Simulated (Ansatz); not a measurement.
ScAl3As4

```
Sc Al As
1.0
     4.00858    0.00000    0.00000
    -2.00429    3.47154    0.00000
     0.00000    0.00000   13.41199
Sc Al As
1 3 4
Direct
  0.00000 0.00000 0.08572
  0.00000 0.00000 0.31813
  0.66667 0.33333 0.56521
  0.33333 0.66667 0.81230
  0.66667 0.33333 0.23878
  0.00000 0.00000 0.50102
  0.66667 0.33333 0.74812
  0.33333 0.66667 0.99373
```

Space group P3m1; a generated structure, not necessarily the stable one.

Computed with Ansatz, DFT PBE, scalar-relativistic, plane waves, PAW.

Q: What can the converged valence pseudo-density and electron localisation function tell about the bonding?

A: Al–As (2.43 Å): ρ at the midpoint is about 0.47 e/Å³; the ELF peaks at about 0.90 between the atoms (a shared electron pair).
Sc–As (2.62 Å): ρ is about 0.37 e/Å³ halfway; the ELF is about 0.60 at the midpoint.
Al–As (2.55 Å): the density is about 0.41 e/Å³ at the midpoint; the ELF peaks at about 0.90 between the atoms.
Bader's partition of the density gives Sc +1.58, Al +1.84 to +1.97 and As −1.96 to −1.58 e.

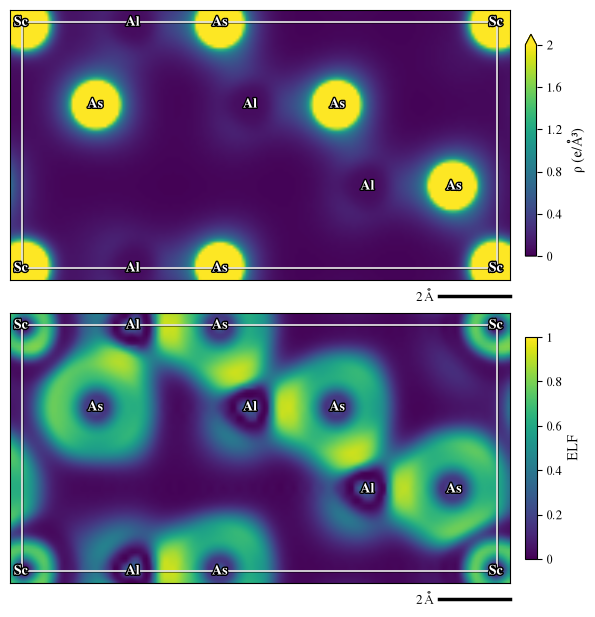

Computed valence pseudo-density and electron localisation function on the (110) plane of the conventional cell, in this order. 

Core electrons are frozen (PAW), and the valence fields are smoothed inside the atomic spheres.
